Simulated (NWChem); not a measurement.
# C2H3AlFN (SMILES [CH3][Al]([F])[C]#N) at 5 levels

We compute a comparison of 5 runs (HF/STO-3G, HF/3-21G, B3LYP/6-31G*, B2PLYP/6-311+G**) of C2H3AlFN. 

The calculation is run with NWChem 7.3.0.

## Step 1: Starting point

The species is C2H3AlFN (8 atoms), meant as a singlet with charge 0. As SMILES, `[CH3][Al]([F])[C]#N`. Geometry: relaxed at PBE0-D4/def2-TZVP.

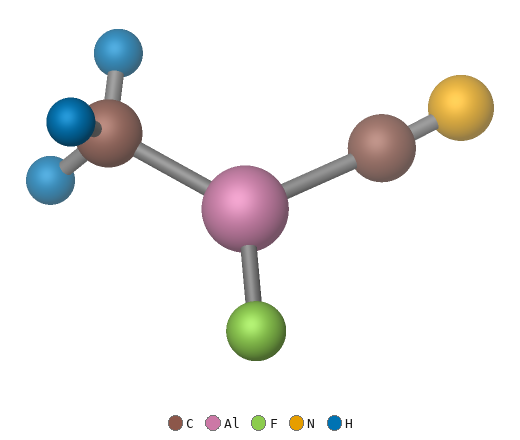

The structure, seen from a chosen angle (carbon brown, aluminium pink, fluorine green, nitrogen amber, hydrogen blue).

## Step 2: Energy and forces at HF/STO-3G (run 1)

Contents of c2h3alfn.xyz:

```xyz
8

C     -0.796200    -0.780200     0.685800
Al     0.733700     0.022200    -0.157100
F      2.249400    -0.595500    -0.030200
C      0.623900     1.626000    -1.228300
N      0.500000     2.584900    -1.857400
H     -0.942000    -1.805200     0.332600
H     -0.659200    -0.835500     1.769600
H     -1.709600    -0.216500     0.485000
```

Contents of run.py:

```python
from ase.io import read
from ase.calculators.nwchem import NWChem

mol = read('c2h3alfn.xyz')

calc = NWChem(
    label='c2h3alfn',
    theory='scf',
    memory='2200 mb',
    basis='STO-3G',
    basispar='spherical bse',
    scf={'nopen': '0', 'rhf': None, 'thresh': '1e-08', 'maxiter': '80', 'print': 'low'},
)
mol.calc = calc

forces = mol.get_forces()
print("Total energy (eV):", round(mol.get_potential_energy(), 6))
print("forces (eV/A):")
for s, f in zip(mol.symbols, forces):
    print(f"{s:2s} {f[0]:10.5f} {f[1]:10.5f} {f[2]:10.5f}")
```

Run with:

```bash
$ export ASE_NWCHEM_COMMAND="nwchem PREFIX.nwi > PREFIX.nwo"
$ python run.py
```

Output:

```text
Total energy (eV): -12719.526126
forces (eV/A):
C     0.56801    0.24132   -0.27943
Al    0.84013    0.00956   -0.16954
F    -1.51633    0.58307   -0.10310
C    -0.10598   -1.33528    0.93028
N     0.04443    0.28313   -0.20157
H    -0.01579    0.47977    0.14306
H    -0.13755    0.06124   -0.47468
H     0.32303   -0.32283    0.15493
```

The calculator wrote c2h3alfn.nwi:

```
title "c2h3alfn"

permanent_dir c2h3alfn

scratch_dir c2h3alfn

start c2h3alfn

geometry units angstrom nocenter noautosym noautoz
  C  -7.9620000000000002e-01 -7.8020000000000000e-01 6.8579999999999997e-01
  Al 7.3370000000000002e-01 2.2200000000000001e-02 -1.5709999999999999e-01
  F  2.2494000000000001e+00 -5.9550000000000003e-01 -3.0200000000000001e-02
  C  6.2390000000000001e-01 1.6259999999999999e+00 -1.2282999999999999e+00
  N  5.0000000000000000e-01 2.5849000000000002e+00 -1.8573999999999999e+00
  H  -9.4199999999999995e-01 -1.8051999999999999e+00 3.3260000000000001e-01
  H  -6.5920000000000001e-01 -8.3550000000000002e-01 1.7696000000000001e+00
  H  -1.7096000000000000e+00 -2.1650000000000000e-01 4.8499999999999999e-01
end

memory 2200 mb

basis spherical bse noprint
   * library STO-3G
end

scf
  nopen 0
  rhf
  thresh 1e-08
  maxiter 80
  print low
end

task scf gradient
```

c2h3alfn.nwo:

```text
Northwest Computational Chemistry Package (NWChem) 7.3.0
             --------------------------------------------------------

           Job information
           ---------------

    nwchem branch   = 7.3.0
    use scalapack   = T
    input           = c2h3alfn.nwi
    prefix          = c2h3alfn.
    data base       = c2h3alfn/c2h3alfn.db
    status          = startup
    nproc           =        1

           Memory information
           ------------------

[... 5 lines left out ...]
    hardfail = no
[... 112 lines left out ...]
       Final RHF  results
[... 3 lines left out ...]
      One-electron energy =  -1008.284393707540
[... 1 line left out ...]
 Nuclear repulsion energy =    179.463376259986
[... 3 lines left out ...]
                              NWChem Gradients Module
                              -----------------------

                         RHF ENERGY GRADIENTS

    atom               coordinates                        gradient
                 x          y          z           x          y          z
   1 C      -1.504600  -1.474364   1.295974   -0.011046  -0.004693   0.005434
   2 Al      1.386492   0.041952  -0.296876   -0.016338  -0.000186   0.003297
   3 F       4.250750  -1.125332  -0.057070    0.029488  -0.011339   0.002005
[... 4 lines of this table left out ...]
   8 H      -3.230676  -0.409126   0.916517   -0.006282   0.006278  -0.003013

 Task  times  cpu:        1.7s     wall:        1.7s
 Total times  cpu:        1.7s     wall:        1.7s
```

Run time: 2.6 s. Hardware: 1 thread of Intel Xeon 6975P-C (Granite Rapids), shared host; peak memory 0.094 GiB.

## Step 3: Energy and forces at HF/3-21G (run 2)

Contents of c2h3alfn.nw:

```
start c2h3alfn
title "C2H3AlFN gradient"
memory total 2200 mb

geometry units atomic noautosym nocenter noautoz
C   -1.50459994  -1.47436432   1.29597418
Al   1.38649206   0.04195192  -0.29687597
F    4.25074994  -1.12533191  -0.05706973
C    1.17900013   3.07269468  -2.32115060
N    0.94486306   4.88475306  -3.50997730
H   -1.78012201  -3.41133360   0.62852291
H   -1.24570746  -1.57886618   3.34405935
H   -3.23067578  -0.40912571   0.91651717
end

basis spherical bse
* library 3-21G
end

scf
singlet
rhf
thresh 1e-08
maxiter 80
end

task scf gradient
```

Run with:

```bash
$ nwchem c2h3alfn.nw > c2h3alfn.out
```

Output:

```text
[...]
  functions       =    55
[...]
  wavefunction    = RHF
[...]
         Total SCF energy =   -470.804256513692
      One-electron energy =  -1008.205978835462
      Two-electron energy =    357.938358893086
 Nuclear repulsion energy =    179.463363428684
        Time for solution =      1.5s
[...]
                         RHF ENERGY GRADIENTS
    atom               coordinates                        gradient
                 x          y          z           x          y          z
   1 C      -1.504600  -1.474364   1.295974    0.009498   0.006138  -0.005981
   2 Al      1.386492   0.041952  -0.296876   -0.004907  -0.004238   0.003832
   3 F       4.250750  -1.125332  -0.057070   -0.005497   0.003307  -0.001186
   4 C       1.179000   3.072695  -2.321151    0.004432  -0.023849   0.015381
   5 N       0.944863   4.884753  -3.509977   -0.003282   0.018919  -0.012248
   6 H      -1.780122  -3.411334   0.628523    0.000880  -0.003676  -0.001991
   7 H      -1.245707  -1.578866   3.344059    0.002005   0.000205   0.003731
   8 H      -3.230676  -0.409126   0.916517   -0.003130   0.003194  -0.001539
[...]
```

Wall time 2.7 s (1 thread of Intel Xeon 6975P-C (Granite Rapids), shared host); peak memory 0.094 GiB.

Run 3 isn't shown in full; the table further down has it.

## Step 4: Energy and forces at B3LYP/6-31G(d) (spherical functions) (run 4)

Contents of run.py:

```python
from ase import Atoms
from ase.calculators.nwchem import NWChem

molecule = Atoms(['C', 'Al', 'F', 'C', 'N', 'H', 'H', 'H'], positions=[
    [-0.796200, -0.780200, 0.685800],
    [0.733700, 0.022200, -0.157100],
    [2.249400, -0.595500, -0.030200],
    [0.623900, 1.626000, -1.228300],
    [0.500000, 2.584900, -1.857400],
    [-0.942000, -1.805200, 0.332600],
    [-0.659200, -0.835500, 1.769600],
    [-1.709600, -0.216500, 0.485000],
])

calc = NWChem(
    label='c2h3alfn',
    theory='dft',
    memory='2200 mb',
    basis='6-31G*',
    basispar='spherical bse',
    dft={'xc': 'b3lyp', 'mult': '1', 'grid': 'xfine', 'convergence': 'energy 1e-08', 'iterations': '100', 'mulliken': None},
)
molecule.calc = calc

forces = molecule.get_forces()
e = molecule.get_potential_energy()
print(f"E = {e:.6f} eV")
print("forces (eV/A):")
for s, f in zip(molecule.symbols, forces):
    print(f"{s:2s} {f[0]:10.5f} {f[1]:10.5f} {f[2]:10.5f}")
print("dipole (e A):", molecule.get_dipole_moment().round(4))
```

Run with:

```bash
$ export ASE_NWCHEM_COMMAND="nwchem PREFIX.nwi > PREFIX.nwo"
$ python run.py
```

Output:

```text
E = -12928.724130 eV
forces (eV/A):
C    -0.07785   -0.06443    0.05739
Al   -0.14527    0.20019   -0.10814
F     0.38649   -0.16409    0.03677
C     0.12768   -1.10696    0.72927
N    -0.14115    1.20024   -0.79020
H    -0.03661   -0.09945   -0.02874
H    -0.00920   -0.00658    0.11102
H    -0.10408    0.04103   -0.00740
dipole (e A): [-0.3263 -0.5378  0.4295]
```

The calculator wrote c2h3alfn.nwi:

```
title "c2h3alfn"

permanent_dir c2h3alfn

scratch_dir c2h3alfn

start c2h3alfn

geometry units angstrom nocenter noautosym noautoz
  C  -7.9620000000000002e-01 -7.8020000000000000e-01 6.8579999999999997e-01
  Al 7.3370000000000002e-01 2.2200000000000001e-02 -1.5709999999999999e-01
  F  2.2494000000000001e+00 -5.9550000000000003e-01 -3.0200000000000001e-02
  C  6.2390000000000001e-01 1.6259999999999999e+00 -1.2282999999999999e+00
  N  5.0000000000000000e-01 2.5849000000000002e+00 -1.8573999999999999e+00
  H  -9.4199999999999995e-01 -1.8051999999999999e+00 3.3260000000000001e-01
  H  -6.5920000000000001e-01 -8.3550000000000002e-01 1.7696000000000001e+00
  H  -1.7096000000000000e+00 -2.1650000000000000e-01 4.8499999999999999e-01
end

memory 2200 mb

basis spherical bse noprint
   * library 6-31G*
end

dft
  xc b3lyp
  mult 1
  grid xfine
  convergence energy 1e-08
  iterations 100
  mulliken
end

task dft gradient
```

c2h3alfn.nwo:

```text
Northwest Computational Chemistry Package (NWChem) 7.3.0
             --------------------------------------------------------

           Job information
           ---------------

    nwchem branch   = 7.3.0
    use scalapack   = T
    input           = c2h3alfn.nwi
    prefix          = c2h3alfn.
    data base       = c2h3alfn/c2h3alfn.db
    status          = startup
    nproc           =        1

           Memory information
           ------------------

[... 5 lines left out ...]
    hardfail = no
[... 108 lines left out ...]
  convergence criterion.
[... 44 lines left out ...]
          Spatial weights used:  Erf1
[... 32 lines left out ...]
 1-e energy   =   -1008.312190
[... 44 lines left out ...]
           Coulomb energy =      405.575176216439
[... 633 lines left out ...]
          Convergence on density requested:  1.00D-05
[... 30 lines left out ...]
          total energy or number of iterations.
[... 36 lines left out ...]
                 ----------------------------------------
                 |  Time  |  1-e(secs)   |  2-e(secs)   |
                 ----------------------------------------
                 |  CPU   |       0.00   |       3.07   |
                 ----------------------------------------
                 |  WALL  |       0.00   |       3.07   |
                 ----------------------------------------

 Task  times  cpu:       25.0s     wall:       25.0s
 Total times  cpu:       25.0s     wall:       25.0s
```

It took 26 s on 1 thread of Intel Xeon 6975P-C (Granite Rapids), shared host; peak memory 0.13 GiB.

## Step 5: The energy at B2PLYP/6-311+G(d,p) (run 5)

Contents of c2h3alfn.nw:

```
start c2h3alfn
title "C2H3AlFN energy"
memory stack 880 mb heap 220 mb global 1100 mb

geometry units angstrom noautosym nocenter noautoz
  C     -0.796200    -0.780200     0.685800
  Al     0.733700     0.022200    -0.157100
  F      2.249400    -0.595500    -0.030200
  C      0.623900     1.626000    -1.228300
  N      0.500000     2.584900    -1.857400
  H     -0.942000    -1.805200     0.332600
  H     -0.659200    -0.835500     1.769600
  H     -1.709600    -0.216500     0.485000
end

basis "ao basis" spherical bse
  C library 6-311+G**
  Al library 6-311+G**
  F library 6-311+G**
  N library 6-311+G**
  H library 6-311+G**
end

dft
  xc hfexch 0.53 becke88 0.47 lyp 0.73 mp2 0.27
  dftmp2 semidirect
  grid fine
  convergence energy 1e-08
  maxiter 100
  mulliken
  print medium
end

mp2
  freeze core 9
end

task dft energy
```

Run with:

```bash
$ nwchem c2h3alfn.nw > c2h3alfn.out
```

Output:

```text
[...]
          Wavefunction type:  closed shell.
          No. of atoms     :     8
          No. of electrons :    44
[...]
          Charge           :     0
          Spin multiplicity:     1
[...]
          AO basis - number of functions:   136
[...]
              XC Information
              --------------
                     Hartree-Fock (Exact) Exchange  0.530
                    Becke 1988 Exchange Functional  0.470
              Lee-Yang-Parr Correlation Functional  0.730
[...]
 d= 0,ls=0.0,diis     1   -474.5463304804 -6.54D+02  8.02D-03  9.68D-01     2.9
[...]
 d= 0,ls=0.0,diis    11   -474.6538197235 -6.64D-09  3.27D-07  1.95D-09    25.9
         Total DFT energy =     -474.653819723465
      One electron energy =    -1011.793456255822
           Coulomb energy =      405.205767413754
    Exchange-Corr. energy =      -47.529507141383
 Nuclear repulsion energy =      179.463376259986
[...]
      Total Density - Mulliken Population Analysis
     ---------------------------------------------
    Atom       Charge   Shell Charges
 -----------   ------   -------------------------------------------------------
    1 C    6     6.77   1.10  0.89  0.63  0.72  1.55  0.58  1.20  0.06  0.01  0.03
    2 Al  13    11.82   0.79  1.18  0.98  1.01  0.71  0.05  2.13  3.79  0.59  0.30 -0.04  0.02  0.04  0.26
    3 F    9     9.34   1.08  0.92  1.17  1.07  2.38  0.94  1.89 -0.14  0.04  0.00
    4 C    6     6.37   1.10  0.89  0.62  0.80  1.37  0.59  0.77  0.08  0.12  0.04
    5 N    7     7.21   1.10  0.90  0.72  0.95  1.60  0.91  1.00  0.04 -0.03  0.04
    6 H    1     0.83   0.26  0.47  0.07  0.03
    7 H    1     0.83   0.26  0.47  0.07  0.03
    8 H    1     0.83   0.27  0.47  0.06  0.03
[...]
  Basis functions       =    136
[...]
```

Run time: 31 s. Hardware: 1 thread of Intel Xeon 6975P-C (Granite Rapids), shared host; peak memory 0.61 GiB.

## Step 6: The series

```csv
run,level,Cartesian functions,iteration cap,energy (Eh),largest force (eV/Å),wall time
1,HF/STO-3G,no,80,-467.433967,1.631,2.6 s
2,HF/3-21G,no,80,-470.804257,1.477,2.7 s
3,B3LYP/6-31G* (Cartesian functions),yes,100,-475.128484,1.444,27 s
4,B3LYP/6-31G* (spherical functions),no,100,-475.121852,1.444,26 s
5,B2PLYP/6-311+G**,no,100,-474.892041,–,31 s
```

## Step 7: Results

```
                                  quantity          value
                       run 5: total energy  -474.89204 Eh
           run 5: dipole moment (SCF part)         3.87 D
  run 5: HOMO energy (SCF part's orbitals)      -10.77 eV
  run 5: LUMO energy (SCF part's orbitals)       -0.85 eV
run 5: HOMO–LUMO gap (SCF part's orbitals)        9.92 eV
```

What this shows: Over runs 2, 4, 5 the dipole moment (its size) runs from 3.64 D (HF/3-21G) to 3.87 D (B2PLYP/6-311+G**). The two ends differ in method and basis. A double hybrid's value is that of its SCF part. Over runs 2, 4, 5 the HOMO–LUMO gap runs from 7.13 eV (B3LYP/6-31G*) to 13.94 eV (HF/3-21G). Totals of different functionals can't be ranked against each other. In run 1 the basis is minimal, so the values are rough. All runs together took 90 s, the longest 31 s.
